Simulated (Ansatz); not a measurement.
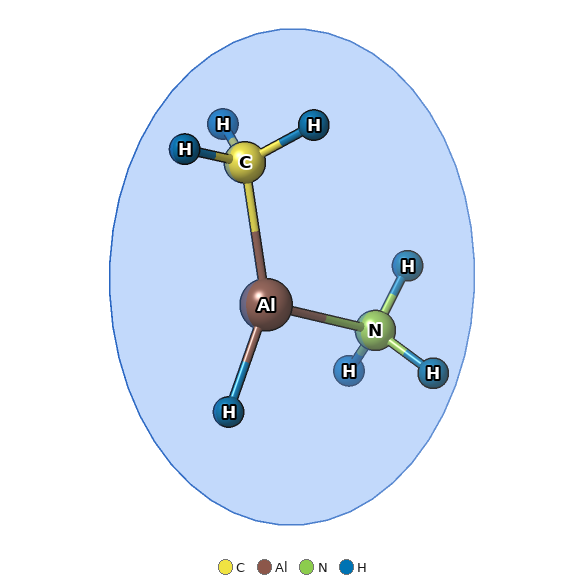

All proper rotation axes (lines) and mirror planes (discs) of the structure are drawn in. Depth is shown by fading: the farther an atom, the more it takes the colour of the background. The species has charge +1 and is a spin singlet. Computed geometry: PBE0-D4/def2-TZVP optimisation. No frequency run is at hand to confirm it as a minimum.

Name the symmetry elements and the point group.

Answer. It has 1 mirror plane. Point group Cs. The group has 2 operations. The geometry is achiral, and symmetry allows a dipole moment.
